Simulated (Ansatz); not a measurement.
# Lattice dynamics of V2CF2 monolayer, part 2 of 2

How does V2CF2 monolayer vibrate, and is this structure a minimum?

Ansatz 0.2.0; DFT PBE, scalar-relativistic, plane waves, PAW.

So far. Step 4 (Relaxing to small forces for the phonons): The largest force component left is 0.0036 meV/Å, within the tolerances set.

**5. Linear response at the zone centre**

The zone centre comes first: it holds the modes that light can see, as far as symmetry allows. No field response is asked, since the mesh shows no gap.

input.yaml reads:

```yaml
crystal:
  lattice:
    - [2.9855046023, 0.0, 0.0]
    - [-1.4927523011, 2.5855228287, 0.0]
    - [0.0, 0.0, 33.2]
  atoms:
    - { symbol: C, position: [0.0, 0.0, 0.3012048193] }
    - { symbol: V, position: [0.3333333333, 0.6666666667, 0.3319185893] }
    - { symbol: V, position: [0.6666666667, 0.3333333333, 0.2704910493] }
    - { symbol: F, position: [0.6666666667, 0.3333333333, 0.3705066808] }
    - { symbol: F, position: [0.3333333333, 0.6666666667, 0.2319029577] }
  periodic: [true, true, false]
kpoints:
  mp_grid: { grid: [18, 18, 1] }
hamiltonian:
  xc: pbe
scf:
  occupations: { method: methfessel_paxton, width: 0.15 }
output:
  eigenvalues: true
phonons:
  method: dfpt
```

Launch:

```sh
$ ansatz run input.yaml --threads 8 --pin off --max-ram 14336MiB --backend cpu --events-out ev --progress --plain --runs-dir out
```

Numbers of over 12 decimals in the logs are rounded to 6 here.

Log:

```text
Warning: crystal.symmetry: narrowed to the stabiliser of the run's FFT grids — unitary ops 12 → 6. A phonons.method: dfpt run fills in the rows of the dynamical matrix that it does not solve by its symmetry operations, which is exact only for operations that map its FFT grids onto themselves: filled in by any other, the frequencies could depend on the order in which like atoms are typed, or, by more than the grids' own error, on where the crystal sits among the grids' points. Excluded: 6 operations. The run can therefore solve more perturbations, solve them on more k-points, or both, and cost more. [rest of the remark cut]
[...]
Crystal: 5 atoms, lattice volume = 256.274 Å³
Basis set: ecut = 420 eV, 4851 PW (Γ), exchange–correlation on 40×40×450 points (8 copies of the dense FFT grid, shifted against one another)
Bands: 27, of which v1, the nominal top of the filled ones, is band 22 counted from 1 (21 counted from 0)
Symmetry: 12 space group operations
k-points: 91 of 324 (irreducible under 2 space group operations, time reversal used)
[...]
SCF iter   1: F=—  HF=-7695.300609 eV  |F-HF|=—  |Δ(HF+E_count)|=         —  Δρ=4.53e-3  dr2=3.42e-2  ethr=1.77e-3  ⟨swp⟩=11.9  Hψ=38313  notcnv=0
automatic band count: the SCF goes on with 32 bands, as 27 were too few: they end inside the smearing window of the response
[...]
SCF iter   2: F=—  HF=-7695.302208 eV  |F-HF|=—  |Δ(HF+E_count)|=   1.60e-3  S|Δr|=    0.00e0  Δρ=3.08e-3  dr2=2.60e-2  ethr=7.78e-5  ⟨swp⟩=3.9  Hψ=8110  notcnv=0  defer=208
[...]
SCF iter   9: F=-7695.295599 eV  HF=-7695.295599 eV  |F-HF|=4.50e-10  |Δ(HF+E_count)|=   4.15e-9  S|Δr|=    0.00e0  Δρ=8.01e-8  dr2=9.39e-12  ethr=1.00e-12  ⟨swp⟩=24.9  Hψ=23971  notcnv=0
SCF 1 converged in 9 iterations: F = -7695.295599 eV  dr2 = 9.39e-12
[...]
DFPT response loops at Γ: preconditioner auto → none (partly filled bands, converged f_vac=0.786); β = 0.50; Broyden in place of MSR1
SCF converged after 9 iterations
[...]
Free energy (F): -7695.295599 eV
[...]
Internal energy: -7695.294877 eV  (E = F + TS)
E sigma→0 (E₀):  -7695.295418 eV
Entropy (-TS):   -0.000722 eV (-0.144 meV/atom)
Fermi energy:    -5.331581 eV
[...]
--- Band table (eV; the first three rows and the last of 91) ---
  k-point 0: bands = [... 18 lower, -9.0225, -9.0225, -6.6432, -6.6432, -5.7881, -4.7748, -4.7748, -4.5208, ... 6 higher]
  k-point 1: bands = [... 18 lower, -9.1362, -9.0577, -6.6711, -6.5864, -5.7783, -4.7997, -4.7661, -4.5264, ... 6 higher]
  k-point 2: bands = [... 18 lower, -9.4204, -9.1461, -6.7741, -6.4285, -5.7331, -4.8467, -4.7384, -4.5319, ... 6 higher]
  k-point 90: bands = [... 18 lower, -10.1910, -9.4483, -6.5711, -6.0880, -4.7350, -4.5371, -4.2824, -4.0020, ... 6 higher]
  ° read free of the cell's end (the report's vacuum.weakly_bound_levels)
--- Phonons (Γ-DFPT): 10 representative perturbations + reference, on 91 of 324 k-points (Σ response iterations 52) ---
  ASR residual: 1.155e-4 → 0.000e0 eV/Å²; symmetrization residual: 1.028e-5 eV/Å²
  The last average, over the group as it would stand without the narrowing to the FFT grids, took up to 1.199e-6 eV/Å² of the zone centre's force constants
  ASR residual per site (eV/Å²): 5.57e-5 3.25e-5 3.13e-5 1.15e-4 1.14e-4
  Γ frequencies (cm⁻¹): 0.00 0.00 0.00 197.52 197.52 220.01 220.01 273.57 273.57 291.64 453.42 525.14 633.97 758.22 758.22
  non-analytic LO–TO correction: not included (Born effective charges unavailable; polar crystals: no LO–TO splitting at Γ)
```

The job ended after 1.8 min (8 threads of Arm Neoverse V2, shared host; peak memory 2.5 GiB).

Numbers from this step:

| Quantity | Value |
| --- | --- |
| sum-rule residual before enforcement | 1.15e-4 eV/Å² |
| point group | -3m |
| highest optical mode at the zone centre (no LO-TO term) | 758.2 cm⁻¹ |
| lowest optical zone-centre mode | 197.5 cm⁻¹ |

Patterns of degenerate modes are one choice out of their space. Modes at Γ, with each element's share of the kinetic energy:

| mode | frequency (cm⁻¹) | symmetry | C % | V % | F % |
| --- | --- | --- | --- | --- | --- |
| 1 | 0.0 | acoustic | 8 | 67 | 25 |
| 2 | 0.0 | acoustic | 8 | 67 | 25 |
| 3 | 0.0 | acoustic | 8 | 67 | 25 |
| 4 | 197.5 | Eg | 0 | 11 | 89 |
| 5 | 197.5 | Eg | 0 | 11 | 89 |
| 6 | 220.0 | Eu | 1 | 24 | 75 |
| 7 | 220.0 | Eu | 1 | 24 | 75 |
| 8 | 273.6 | Eg | 0 | 89 | 11 |
| 9 | 273.6 | Eg | 0 | 89 | 11 |
| 10 | 291.6 | A1g | 0 | 41 | 59 |
| 11 | 453.4 | A2u | 0 | 26 | 74 |
| 12 | 525.1 | A1g | 0 | 59 | 41 |
| 13 | 634.0 | A2u | 92 | 7 | 1 |
| 14 | 758.2 | Eu | 91 | 9 | 0 |
| 15 | 758.2 | Eu | 91 | 9 | 0 |

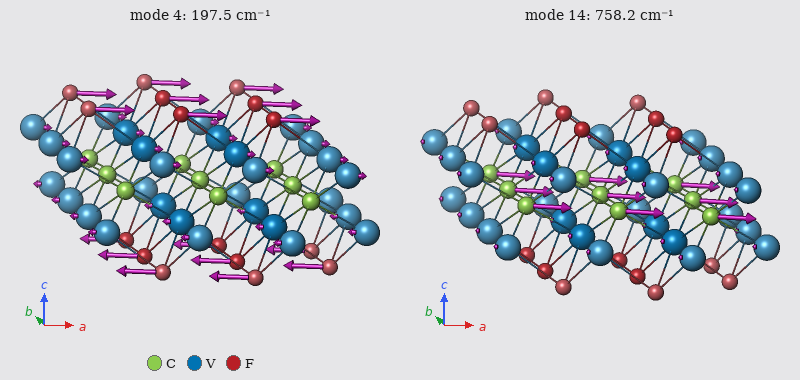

Displacement patterns of modes 4 and 14 at Γ; arrows are exaggerated. 2×2×1 cells are drawn. Some periodic images of atoms are drawn too.

Before it was imposed, the acoustic sum rule was missed by 1.2e-4 eV/Å². Small misses are needed for a sound result but don't prove that mesh and cutoff are converged. The lowest optical mode is real, 198 cm⁻¹.

**6. Phonons on a q mesh**

Stability and thermal properties need the whole zone. Linear response on a 4×4×1 q mesh gives force constants as far as a supercell of that size would.

Edit input.yaml of step 5 so:

```diff
@@ -13,3 +13,3 @@
 kpoints:
-  mp_grid: { grid: [18, 18, 1] }
+  mp_grid: { grid: [20, 20, 1] }
 hamiltonian:
@@ -22 +22,10 @@
   method: dfpt
+  qmesh: [4, 4, 1]
+  temperatures: { t_max: 1000, t_step: 50 }
+  qpath:
+    path:
+      - [0.0, 0.0, 0.0]
+      - [0.5, 0.0, 0.0]
+      - [0.33333333, 0.33333333, 0.0]
+      - [0.0, 0.0, 0.0]
+    npoints: 10
```

Log:

```text
[...]
Crystal: 5 atoms, lattice volume = 256.274 Å³
Basis set: ecut = 420 eV, 4851 PW (Γ), exchange–correlation on 40×40×450 points (8 copies of the dense FFT grid, shifted against one another)
Bands: 27, of which v1, the nominal top of the filled ones, is band 22 counted from 1 (21 counted from 0)
Symmetry: 12 space group operations
k-points: 44 of 400 (irreducible under 6 space group operations, time reversal used)
[...]
SCF iter   1: F=—  HF=-7695.301992 eV  |F-HF|=—  |Δ(HF+E_count)|=         —  Δρ=4.55e-3  dr2=3.45e-2  ethr=1.77e-3  ⟨swp⟩=12.0  Hψ=18426  notcnv=0
[...]
SCF iter  10: F=-7695.296681 eV  HF=-7695.296681 eV  |F-HF|=7.28e-11  |Δ(HF+E_count)|=  9.13e-10  S|Δr|=    0.00e0  Δρ=3.44e-8  dr2=1.87e-12  ethr=1.00e-12  ⟨swp⟩=24.1  Hψ=10938  notcnv=0
SCF 1 converged in 10 iterations: F = -7695.296681 eV  dr2 = 1.87e-12
[...]
phonons: the bands overlap, so this run is a metal and interpolates without the dipole-dipole term. If the crystal is really an insulator or semiconductor, its LO-TO splitting is missing
NSCF: frozen V_eff on 44 k-points
WARN: eigensolver did not converge (k=10): 1 band(s) unlocked after 3 eigensolves, warm-restarted (20 sweeps on the last) at ethr=1.39e-12 eV (storage-precision floor; scheduled 1.00e-12 eV) (lowest unlocked band 31, counted from 0; max residual 3.00e-5 eV among the unlocked bands, 3.00e-5 eV over every band; other slots of this pass that fall short are told together in one closing line; warning suppressed until the next SCF loop or pass starts)
[...]
DFPT response loops at q = (0, 0, 0) (fractional): preconditioner auto → none (partly filled bands, converged f_vac=0.786); β = 0.50; Broyden in place of MSR1
[...]
SCF converged after 10 iterations
[...]
Free energy (F): -7695.296681 eV
[...]
Internal energy: -7695.298042 eV  (E = F + TS)
E sigma→0 (E₀):  -7695.297021 eV
Entropy (-TS):   0.001362 eV (0.272 meV/atom)
Fermi energy:    -5.338035 eV
[...]
--- Band table (eV; the first three rows and the last of 44) ---
  k-point 0: bands = [... 18 lower, -9.0228, -9.0228, -6.6441, -6.6441, -5.7885, -4.7758, -4.7758, -4.5217, ... 6 higher]
  k-point 1: bands = [... 18 lower, -9.1158, -9.0516, -6.6663, -6.5978, -5.7808, -4.7964, -4.7688, -4.5264, ... 6 higher]
  k-point 2: bands = [... 18 lower, -9.3561, -9.1263, -6.7471, -6.4677, -5.7465, -4.8391, -4.7466, -4.5327, ... 6 higher]
  k-point 43: bands = [... 18 lower, -10.4741, -9.3840, -6.0747, -5.6824, -5.4690, -4.4182, -4.3471, -4.0365, ... 6 higher]
  ° read free of the cell's end (the report's vacuum.weakly_bound_levels)
--- Phonons (Γ-DFPT): 10 representative perturbations + reference (Σ response iterations 47) ---
  ASR residual: 5.300e-5 → 0.000e0 eV/Å²; symmetrization residual: 5.186e-6 eV/Å²
[...]
ASR residual per site (eV/Å²): 5.30e-5 3.82e-5 3.50e-5 1.05e-5 1.84e-5
[...]
--- Phonons (arbitrary-q DFPT): 4 irreducible q on the 4×4×1 mesh ---
  q = [0.0000, 0.0000, 0.0000] (star 1, of the zone-centre solve; hermiticity 3.97e-7, symmetrization 5.23e-11, taken by the last average 1.43e-7): -0.00 0.00 0.00 197.70 197.70 219.94 219.94 272.03 272.03 292.24 453.87 524.83 634.15 758.47 758.47
  q = [0.0000, 0.2500, 0.0000] (star 6, 15 solved perturbations on 210 of 400 k-point pairs; hermiticity 3.23e-7, symmetrization 4.53e-8, taken by the last average 1.68e-7): 97.61 103.60 167.35 203.47 215.93 226.67 238.32 255.66 263.66 326.47 417.98 425.68 637.74 762.13 762.61
[...]
q = [0.2500, 0.2500, 0.0000] (star 6, 10 solved perturbations in 3050 linear systems a pass and spin channel, the states on 400 of 400 k-point pairs; hermiticity 2.29e-7, symmetrization 5.73e-11, taken by the last average 1.83e-7): 80.59 140.05 204.43 226.76 235.34 241.76 244.27 261.33 271.15 335.84 374.40 383.57 649.92 753.42 770.11
  sum rule: each row above includes the acoustic sum rule's correction from the zone centre's row sums; it moved no ω² by more than (1.10 cm⁻¹)²
  mesh force constants: q→R imaginary residual 5.22e-18; ASR residual 5.300e-5 → 0.000e0 eV/Å²; symmetrization residual 1.421e-14 eV/Å²
  interpolated dispersion: 31 rows × 15 modes
  density of states and harmonic sums: on the 24×24×1 q-mesh, interpolated from the force constants of a 4×4×1 supercell (no non-analytic term)
  largest difference from the sums on the solved wave vectors: F 4.69e-2 eV, S 6.26e-5 and C_V 1.57e-5 eV/K
  zero-point energy: 0.318564 eV/cell   skipped modes (ω ≤ 0): 3   left out of the sums: 3.47e-4 of the cell's modes: C_V's classical limit lies that fraction below 3 k_B per atom; for a crystal, a wire or a layer, F and S can be off by more, and a phonons.interpolated_qmesh denser along its periods is the remedy for the sampling
```

The job ended after 14 min (8 threads; peak memory 6 GiB).

This step gave:

| Property | Result |
| --- | --- |
| sum-rule residual before enforcement | 5.30e-5 eV/Å² |
| lowest frequency on the path | 0 cm⁻¹ |
| highest frequency on the path or at a solved wavevector | 770.4 cm⁻¹ |
| mean frequency | 342.7 cm⁻¹ |
| highest optical mode at the zone centre (no LO-TO term) | 758.5 cm⁻¹ |
| lowest optical zone-centre mode | 197.7 cm⁻¹ |
| lowest mode on the q mesh (acoustic modes at Γ apart) | 80.59 cm⁻¹ |
| zero-point energy per atom | 63.71 meV |
| heat capacity at 300 K | 19.55 J/(mol atoms K) |
| vibrational entropy at 300 K | 20.35 J/(mol atoms K) |
| edges of the widest gap between branches, on path and mesh | 524.8, 633.5 cm⁻¹ |

Frequencies (cm⁻¹) solved at each irreducible wavevector; negative means imaginary. Frequencies by wavevector, by row:

| q in reciprocal lattice units | star | mode 1 | mode 2 | mode 3 | mode 4 | mode 13 | mode 14 | mode 15 |
| --- | --- | --- | --- | --- | --- | --- | --- | --- |
| 0 0 0 | 1 | 0 | 0 | 0 | 197.7 | 634.1 | 758.5 | 758.5 |
| 0 0.25 0 | 6 | 97.6 | 103.6 | 167.3 | 203.5 | 637.7 | 762.1 | 762.6 |
| 0 -0.5 0 | 3 | 108 | 147.8 | 212.2 | 223.2 | 649.9 | 754.6 | 763.5 |
| 0.25 0.25 0 | 6 | 80.6 | 140.1 | 204.4 | 226.8 | 649.9 | 753.4 | 770.1 |

Interpolated from a 4×4×1 q mesh. The phonon branches at the labelled points (cm⁻¹):

```csv
point,branch 1,branch 2,branch 3,branch 4,branch 12,branch 13,branch 14,branch 15
Γ,0,0,0,198,525,634,758,758
M,108,148,212,223,415,650,755,764
K,137,143,143,239,366,654,762,762
Γ,0,0,0,198,525,634,758,758
```

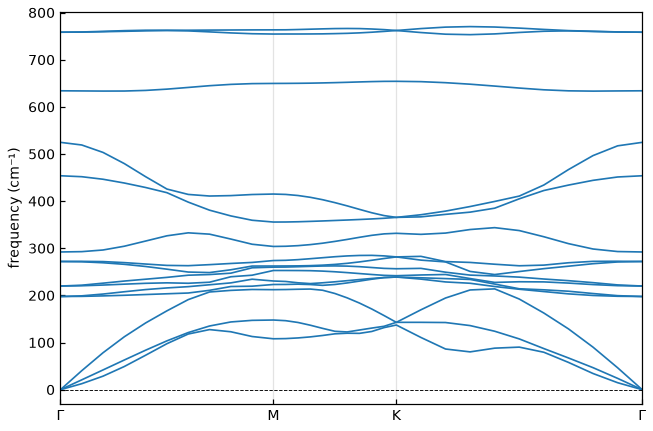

Phonon branches along the path.

The phonon density of states has structure finer than the step of the table below, so its rows give means over 50 cm⁻¹, whole bins alone (the curve runs from 5 to 775 cm⁻¹). Peaks (cm⁻¹: height): 135.0: 0.0377, 225.0: 0.115, 265.0: 0.0959, 335.0: 0.0302, 405.0: 0.0294, 645.0: 0.0464, 765.0: 0.116.

Tetrahedra on a 24×24×1 mesh, mean over bins of 10 cm-1. Interpolated from a 4×4×1 q mesh. Table of phonon density of states by wavenumber; means over each step:

```
wavenumber (cm⁻¹)  phonon density of states (1/cm⁻¹/cell)
               50                                 0.00550
              100                                  0.0233
              150                                  0.0159
              200                                  0.0451
              250                                  0.0828
              300                                  0.0165
              350                                  0.0196
              400                                  0.0224
              450                                 0.00629
              500                                 0.00174
              550                                  6.5e-5
              600                                       0
              650                                    0.02
              700                                       0
              750                                  0.0396
```

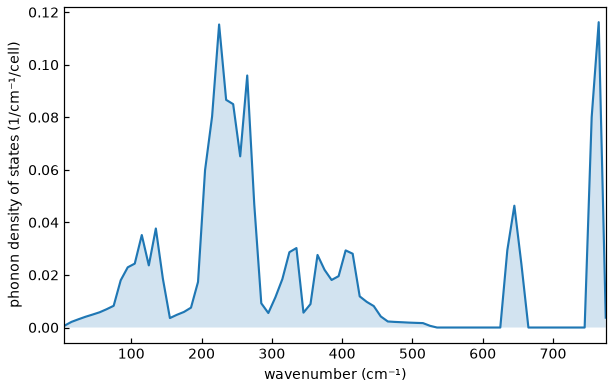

Phonon density of states against wavenumber.

The partial phonon density of states has structure finer than the step of the table below, so its rows give means over 50 cm⁻¹, whole bins alone (the curve runs from -10 to 804 cm⁻¹). Peaks (cm⁻¹: height): C 644.9: 0.0371, 762.6: 0.0905; F 225.3: 0.0708, 363.5: 0.0194; V 138.4: 0.0234, 215.1: 0.0363, 266.3: 0.0396, 332.8: 0.0231, 409.5: 0.0126, 650.0: 0.00494, 762.6: 0.0102.

Phonopy on the run's constants, 21x21x1 mesh, Gaussian sigma 5.8 cm-1. Interpolated from a 4×4×1 q mesh. The partial phonon density of states by wavenumber; means over each step; values in 1/cm⁻¹/cell:

```csv
wavenumber (cm⁻¹),C,F,V
50,4.7e-4,0.00153,0.00369
100,0.00240,0.00486,0.0157
150,0.00161,0.00277,0.0116
200,6.0e-4,0.0258,0.0189
250,9.1e-4,0.0489,0.0322
300,1.2e-4,0.00696,0.00996
350,7.9e-5,0.00970,0.00970
400,1.6e-4,0.0142,0.00800
450,2.0e-5,0.00395,0.00241
500,3.8e-6,7.4e-4,9.7e-4
550,0,3.5e-5,4.9e-5
600,3.1e-4,5.8e-6,2.6e-5
650,0.0173,2.1e-4,0.00213
700,6.6e-7,0,1.2e-7
750,0.0343,1.0e-4,0.00375
```

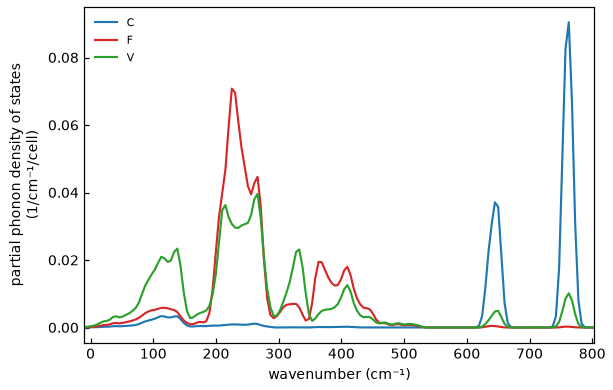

Partial phonon density of states, plotted against wavenumber.

Harmonic thermodynamic functions per atom, from the density of states. Interpolated from a 4×4×1 q mesh. Thermodynamic functions, by row:

```
T (K)  F_vib (meV/atom)  S (J/mol-atom/K)  C_V (J/mol-atom/K)
    0             63.71                 0                   0
  100             62.13             4.618               8.407
  200             52.89             13.12               15.97
  300             35.42             20.35               19.55
  400             11.16             26.27               21.46
  500            -18.68             31.18               22.54
  600            -53.22             35.35                23.2
  700            -91.77             38.96               23.63
  800            -133.8             42.14               23.91
  900              -179             44.97               24.12
 1000            -226.9             47.52               24.27
```

Symmetry leaves 4 wavevectors to solve. The lowest mode among them, the acoustic zeros apart, lies at q = (0.25, 0.25, 0) and is real, 80.6 cm⁻¹.

**7. Another isotope**

An isotope changes the mass and not the force constants, so no new electronic calculation is needed; the shifts show which modes move this element.

The same force constants with the mass of C changed from 12.011 to 13.003 u (phonopy, no LO-TO term). Both lists are sorted by frequency; levels can cross, so a row need not hold one and the same mode. Modes under 3 cm⁻¹ are left out. Isotope shifts, by row, the first 40 of 57 rows:

```
       q  rank  natural mass (cm⁻¹)  changed mass (cm⁻¹)
   0 0 0     4                197.7                197.7
   0 0 0     5                197.7                197.7
   0 0 0     6                219.9                219.8
   0 0 0     7                219.9                219.8
   0 0 0     8                  272                  272
   0 0 0     9                  272                  272
   0 0 0    10                292.2                292.2
   0 0 0    11                453.9                453.8
   0 0 0    12                524.8                524.8
   0 0 0    13                634.1                611.5
   0 0 0    14                758.5                731.7
   0 0 0    15                758.5                731.7
0 0.25 0     1                97.61                97.24
0 0.25 0     2                103.6                103.2
0 0.25 0     3                167.3                166.8
0 0.25 0     4                203.5                203.5
0 0.25 0     5                215.9                215.9
0 0.25 0     6                226.7                226.6
0 0.25 0     7                238.3                238.2
0 0.25 0     8                255.7                255.5
0 0.25 0     9                263.7                263.5
0 0.25 0    10                326.5                326.4
0 0.25 0    11                  418                417.8
0 0.25 0    12                425.7                425.6
0 0.25 0    13                637.7                615.7
0 0.25 0    14                762.1                735.5
0 0.25 0    15                762.6                736.1
0 -0.5 0     1                  108                107.4
0 -0.5 0     2                147.8                147.1
0 -0.5 0     3                212.2                212.2
0 -0.5 0     4                223.2                223.1
0 -0.5 0     5                230.6                230.6
0 -0.5 0     6                252.9                252.9
0 -0.5 0     7                259.9                259.4
0 -0.5 0     8                262.4                262.4
0 -0.5 0     9                  274                273.9
0 -0.5 0    10                303.9                303.9
0 -0.5 0    11                355.6                355.5
0 -0.5 0    12                415.1                415.1
0 -0.5 0    13                649.9                627.8
```

A mode of this element alone would shift by -3.89 %. The highest zone-centre frequency without the field goes from 758.5 to 731.7 cm⁻¹ (-3.5 %). The product of the frequency ratios over all optical modes at Γ is 0.896; the product rule, (m/m′)^(3k/2) (M′/M)^(3/2) with k = 1 such atoms and M the mass of the cell, gives 0.896.

**8. Results**

```yaml
space_group_after_relaxation_within_0p01_a: P-3m1
area_per_atom: 1.54 Å²
electronic_character: no gap on this mesh
highest_optical_mode_at_the_zone_centre_no_lo_to_term: 758 cm⁻¹
lowest_optical_zone_centre_mode: 198 cm⁻¹
lowest_mode_on_the_q_mesh_acoustic_modes_at_gamma_apart: 80.6 cm⁻¹
highest_frequency_on_the_path_or_at_a_solved_wavevector: 770 cm⁻¹
zero_point_energy_per_atom: 63.7 meV
heat_capacity_at_300_k: 19.6 J/(mol atoms K)
vibrational_entropy_at_300_k: 20.4 J/(mol atoms K)
imaginary_modes_on_the_4x4x1_q_mesh: none
```

In words: The structure is a minimum as far as tested: no mode is imaginary at the 4 irreducible wavevectors of the 4×4×1 mesh, and the softest away from the acoustic zeros lies at 81 cm⁻¹. The optical modes at Γ span 198 to 758 cm⁻¹. The highest mode in this list at Γ, 758.2 cm⁻¹, is mostly motion of C (91 % of the kinetic energy). On the path and the mesh, the widest gap between branches runs from 525 to 634 cm⁻¹. With no gap, or one that is small against the smearing, the frequencies hang on the k mesh and the smearing, most of all near Kohn anomalies. The phonon runs are without spin polarisation, although V often carries a moment. In a sheet or slab the interpolated bending branch near Γ is rough, since the rotational sum rule isn't imposed. A phonon run warned that its eigensolver left some bands unconverged in a pass. The starting cell was built on a prototype and not taken from a measurement. These are harmonic frequencies at zero temperature: anharmonic shifts, linewidths and thermal expansion are left out.

[Logs are printed without paths, hosts, clocks, repeated set-up lines and the standing remarks that a program may print on its own settings, such as how far it seeks lower states.]

[Hosts, paths, dates, database ids (printed as entryN), source tags and the programs' standing remarks are cut or masked in the printed files.]
